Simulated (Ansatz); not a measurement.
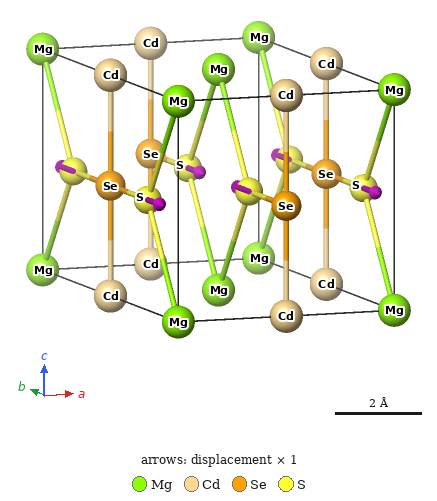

This is a relaxation of solid MgCdSeS2 (a generated structure, set up in Cmmm). The starting structure is drawn; purple arrows show the displacements (the part carried along by the change of the cell is left out), at their true length.

Style: ball-and-stick. Shown: the conventional cell (2 times the calculation's cell), slightly off an axis. Lengths and directions refer to the drawn axes.

Level of theory: DFT PBE, scalar-relativistic, plane waves, PAW (Ansatz 0.2.0).

The input:
```yaml
crystal:
  lattice:
    - [2.6951339825, -4.506577531, 0.0]
    - [2.6951339825, 4.506577531, 0.0]
    - [0.0, 0.0, 5.2121219541]
  atoms:
    - { symbol: Mg, position: [0.0, 0.0, 0.0] }
    - { symbol: Cd, position: [0.5, 0.5, 0.0] }
    - { symbol: Se, position: [0.5, 0.5, 0.5] }
    - { symbol: S, position: [0.7745560475, 0.2254439525, 0.5] }
    - { symbol: S, position: [0.2254439525, 0.7745560475, 0.5] }
basis:
  ecutwfc: 420
kpoints:
  mp_grid: { grid: [8, 8, 8] }
hamiltonian:
  xc: pbe
scf:
  occupations: { method: gaussian, width: 0.1 }
output:
  forces: true
  stress: true
  eigenvalues: true
  write_density: true
  write_potential: true
  elf: true
  volumetric_format: npy
relax:
  adjacent_minimum: "off"
  f_tol: 0.01
  max_steps: 80
  cell: { stress_tol: 0.05 }
```

Launched with:
```bash
ansatz run input.yaml --threads 1 --pin off --max-ram 2560MiB --backend cpu --events-out ev --progress --plain --runs-dir out
```

Q: Atoms of which element are displaced furthest, and by how much?

A: Sulfur: up to 1.05 Å, against 0.00 Å for magnesium.

Q: What did the optimiser do to the structure, and how much energy did it gain?

A: The largest moves relative to the cell, 1.05 Å, are those of S4 and S5. S5 goes along +b. Mg and Cd and Se stay in place. Cell: a 5.390 → 11.961 Å (+121.9 %), b 9.013 → 9.638 Å (+6.9 %), c 5.212 → 4.598 Å (−11.8 %). Volume +109.3 %. Near-neighbour distances that change, for instance: S4–S5 2.731 → 6.511 Å, Mg1–Cd2 2.695 → 5.981 Å, S4–S5 (another image) 4.064 → 2.245 Å, Se3–S4 2.475 → 3.696 Å. Bonds break: Se3–S4 (2.47 → 3.70 Å), Se3–S5 (2.47 → 3.70 Å). The space group stays Cmmm (No. 65). Over 43 accepted moves (50 points after the start) the energy falls by 1.353 eV per cell of the calculation. Largest force component: 0.031 eV/Å at the start, 0.00066 eV/Å at the end. Pressure: 0.07 GPa at the start and 0.01 GPa at the end. The line search rejected the trial steps at points 11, 18 of the run. The SCF was repeated 5 times at an unchanged geometry on a basis and grid sized afresh for the cell, which shifted the energy by 0.105 eV per cell of the calculation at most.
